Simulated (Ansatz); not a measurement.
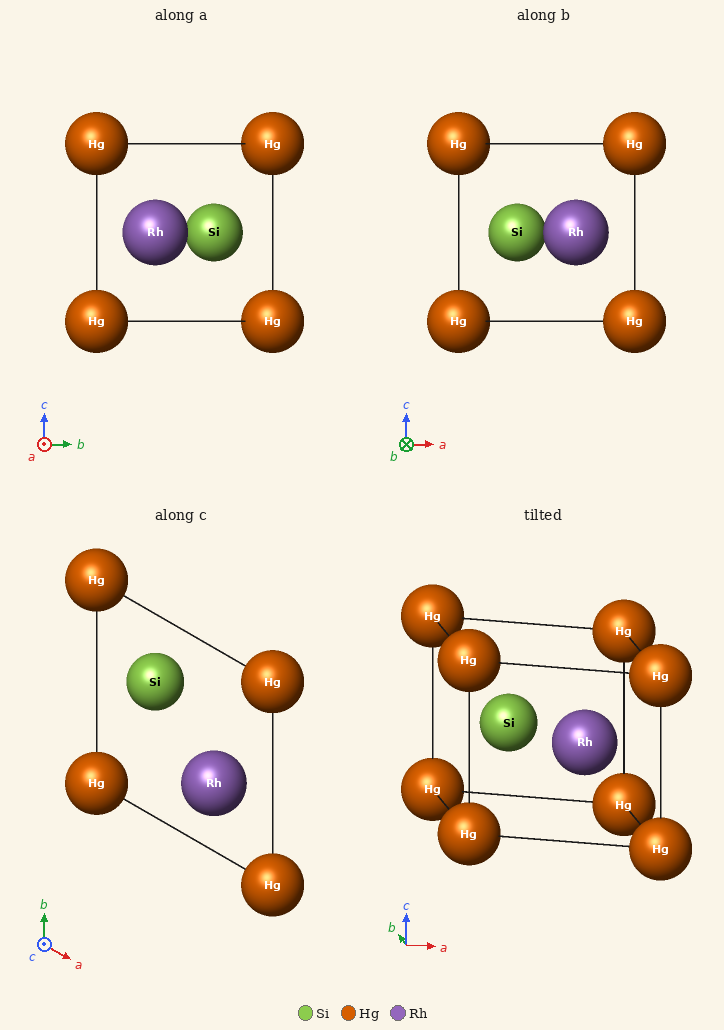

Structure drawing (spheres-only), viewed along the a axis, along the b axis, along the c axis and slightly off an axis. The frame is the conventional unit cell; atoms at its boundary are shown with their periodic copies.

Lattice parameters: a = 4.0861 Å, b = 4.0861 Å, c = 3.5746 Å, α = 90.000°, β = 90.000°, γ = 120.000°.

**Write down what is shown as a CIF in P1 with every atom of the cell.**

```cif
data_structure
_symmetry_space_group_name_H-M 'P 1'
_symmetry_Int_Tables_number 1
_cell_length_a 4.0861
_cell_length_b 4.0861
_cell_length_c 3.5746
_cell_angle_alpha 90.000
_cell_angle_beta 90.000
_cell_angle_gamma 120.000
_cell_volume 51.69
loop_
_atom_site_label
_atom_site_type_symbol
_atom_site_fract_x
_atom_site_fract_y
_atom_site_fract_z
_atom_site_occupancy
Si1 Si 0.3333 0.6667 0.5000 1
Hg1 Hg 0.0000 0.0000 0.0000 1
Rh1 Rh 0.6667 0.3333 0.5000 1
```

Origin of the cell: a structure type filled with these elements by a generator (whether the compound takes this form wasn't checked). Earlier steps of the study may have refined or changed the cell and positions. Ansatz was used for an electronic-structure calculation on it.
